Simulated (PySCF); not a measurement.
Species, as SMILES: C (CH4).
Geometry (B3LYP-D3(BJ)/def2-TZVP, fixed):
```xyz
5

C      0.0000     0.0000     0.0000
H      0.6205     0.6269     0.6390
H     -0.6429    -0.6249     0.6185
H      0.6369    -0.6328    -0.6166
H     -0.6146     0.6308    -0.6409
```
Charge 0, spin multiplicity 1.

Basis-set convergence of the lowest singlet excitation energy at CAM-B3LYP with PySCF. Tamm-Dancoff approximation; the state is taken by its order, and sets in which it differs in degeneracy or brightness are left out, yet its character can still change. All functions are spherical. Density fitting with generated auxiliary sets. No added dispersion term, no relativity. Reference: the value in d-aug-cc-pVTZ, 9.907 eV, itself unsure by roughly 0.010 eV (its mean distance from aug-pcseg-2, aug-cc-pVTZ). Deviations are taken from unrounded values. Cost is core time over that of def2-TZVPD, rough, on shared machines of one kind.

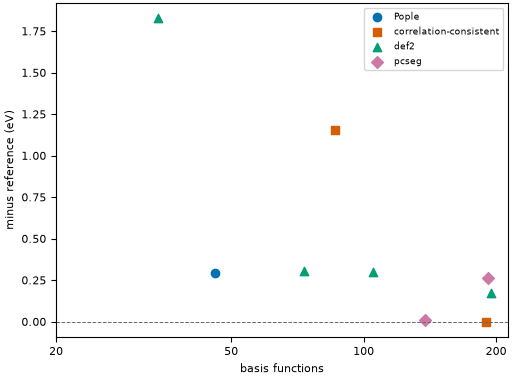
Figure: Deviation from the reference against the number of basis functions, by family of sets.

```json
[
 {"basis": "def2-SVP", "functions": "34", "lowest singlet excitation energy (eV)": "11.733", "minus reference (eV)": "1.826", "cost": "0.2×"},
 {"basis": "6-311+G**", "functions": "46", "lowest singlet excitation energy (eV)": "10.199", "minus reference (eV)": "0.292", "cost": "0.3×"},
 {"basis": "def2-TZVPD", "functions": "73", "lowest singlet excitation energy (eV)": "10.215", "minus reference (eV)": "0.308", "cost": "1×"},
 {"basis": "cc-pVTZ", "functions": "86", "lowest singlet excitation energy (eV)": "11.060", "minus reference (eV)": "1.153", "cost": "1×"},
 {"basis": "def2-TZVPPD", "functions": "105", "lowest singlet excitation energy (eV)": "10.204", "minus reference (eV)": "0.297", "cost": "2×"},
 {"basis": "aug-pcseg-2", "functions": "138", "lowest singlet excitation energy (eV)": "9.916", "minus reference (eV)": "0.009", "cost": "4×"},
 {"basis": "d-aug-cc-pVTZ", "functions": "190", "lowest singlet excitation energy (eV)": "9.907", "minus reference (eV)": "0.000", "cost": "10×"},
 {"basis": "pcseg-3", "functions": "192", "lowest singlet excitation energy (eV)": "10.170", "minus reference (eV)": "0.262", "cost": "8×"},
 {"basis": "def2-QZVPPD", "functions": "195", "lowest singlet excitation energy (eV)": "10.079", "minus reference (eV)": "0.172", "cost": "9×"}
]
```
